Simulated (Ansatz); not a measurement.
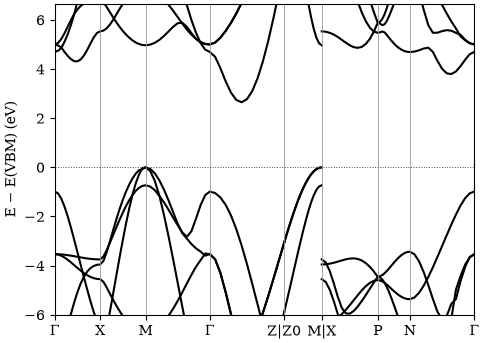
Band structure from r²SCAN+D4 (plane waves, PAW; program Ansatz)

Q: Read off the gap and where the band edges lie.

A: About 2.6 eV (2.65 eV by a search for the band edges); maximum at M, minimum on the Γ–Z line, 42 % of the way from Γ.

The material is C in space group I4/mmm (No. 139; C on 8h).

The start of the workflow was typed in or built on a structure type; the Crystallography Open Database copy checked does not list it. It is not the phase usual at ambient conditions (space group No. 194, 227). Symmetry was held in the r²SCAN+D4 relaxation; whether a distortion lowers the energy is not shown.

Potentials: the later of the program's two PAW sets.
